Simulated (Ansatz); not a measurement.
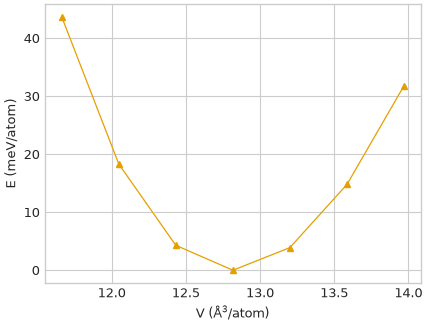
*BAs in space group P-6m2 (No. 187; B on 1a, As on 1f) under volume change, the program Ansatz at the PBE level (PAW), shape and atoms relaxed at each volume.*

What does a third-order Birch–Murnaghan fit give for V₀, B₀ and B′?

V₀ = 12.82 Å³/atom, B₀ = 114 GPa, B′ = 4.3.

The cell is a constructed one: a structure type filled with these elements; neither database checked (COD, Materials Project) lists it. It is not the phase usual at ambient conditions (space group No. 216). The cell was relaxed with PBE under the symmetry of its start; its stability against distortions is not shown here.

Potentials: the earlier of the program's two PAW sets.
